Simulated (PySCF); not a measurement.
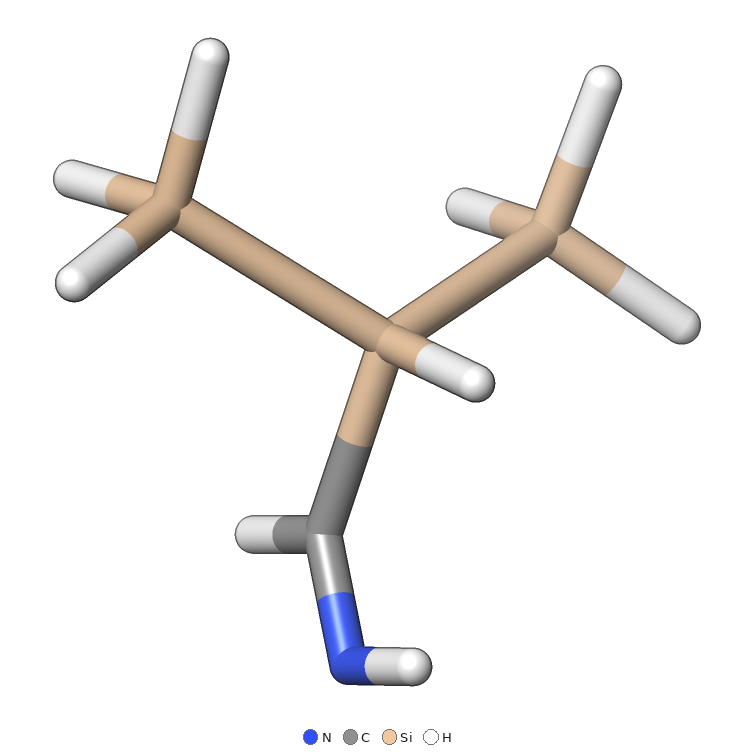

Computed geometry: GFN2-xTB optimisation. No frequency run is at hand to confirm it as a minimum. Method: CAM-B3LYP/def2-SVPD, gas phase (PySCF 2.14.0). Excitations: vertical, linear response.

What does the calculation give?

The species is CH9NSi3 (`[H]/N=C\[SiH]([SiH3])[SiH3]`).
- dipole moment: 1.97 D
- HOMO energy (Kohn–Sham orbital): −8.42 eV
- LUMO energy (Kohn–Sham orbital): 0.03 eV
- HOMO–LUMO gap: 8.45 eV
- mean static polarisability: 108.8 bohr³
- lowest vertical singlet excitation: 4.22 eV
- its oscillator strength: 0.001
- brightest of the 8 lowest singlets: 7.12 eV
- its oscillator strength: 0.19

The geometry is semi-empirical. Around Si such bond lengths and angles can be off by a tenth of an ångström or more and by several degrees, and values that hang on the shape move with them.
